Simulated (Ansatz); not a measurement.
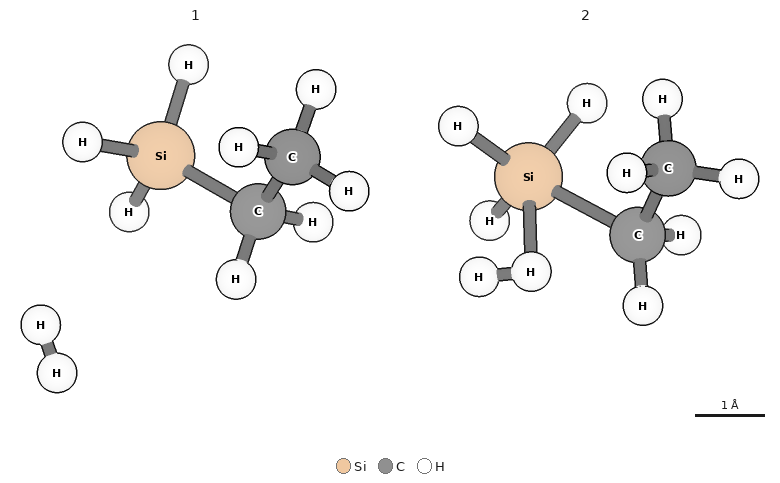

Two geometries of C₂H₁₀Si (started from a transition state, displaced along its imaginary mode), drawn at one scale. One is the start of a relaxation, the other its converged end. Style: ball-and-stick. Shown from a free direction.

These are results of RKS PBE0-D4/def2-TZVP in Ansatz 0.2.0, not measurements. (force threshold 0.005 eV/Å; at most 200 steps)

Q: Which one is relaxed?

A: Structure 1 is the relaxed one. After 28 accepted moves (36 points after the start) the energy has fallen by 203.4 kJ/mol. Largest force component: 1.5 eV/Å at the start, 0.0049 eV/Å at the end. The line search rejected the trial steps at points 10, 12, 20, 22, 27, 28, 30, 31 of the run. The forces were under the threshold at step 19, but the run went on from there. The largest move after the best rigid fit is that of an H atom, 1.97 Å. By element the largest moves are H 1.97 Å, Si 0.47 Å, C 0.41 Å. Near-neighbour distances that change, for instance: C–H 1.654 → 3.837 Å, H–Si 1.733 → 3.848 Å, H–Si 1.856 → 3.411 Å, C–Si 2.034 → 1.876 Å. Bonds break, among them: H–Si (1.73 → 3.85 Å). Among the angles between lasting bonds that change: C–Si–H 90.2° → 110.4°, Si–C–H 127.5° → 108.1°, Si–C–H 95.8° → 108.1°.
